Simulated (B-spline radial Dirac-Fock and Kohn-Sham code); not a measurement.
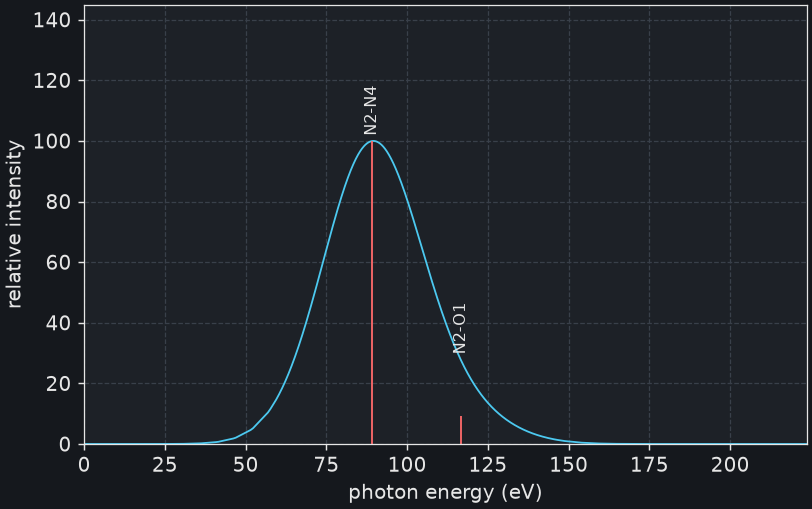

X-ray emission lines that fill an N2 (4p1/2) hole, broadened by a Gaussian of 36 eV full width. Species: Te²⁻, configuration [Xe], inside a Watson sphere of charge +2 and radius 2.21 Å that stands in for a crystal. Level of theory: independent-particle rates on relativistic LDA orbitals of the hole state (multipoles to L = 3), energies from Dirac–Fock ΔSCF; calculated with a B-spline radial code. Widths ruled by Coster–Kronig decay come out up to twice the measured ones in this model.

What are the natural width, lifetime and fluorescence yield of the N2 hole?

Width 23.8 eV, lifetime 0.0276 fs, fluorescence yield 1.03 × 10⁻⁵.

Which line is the strongest, where is it and what share of the photons does it carry?

N2-N4 at 89.05 eV, 91.7 % of the radiative decays.
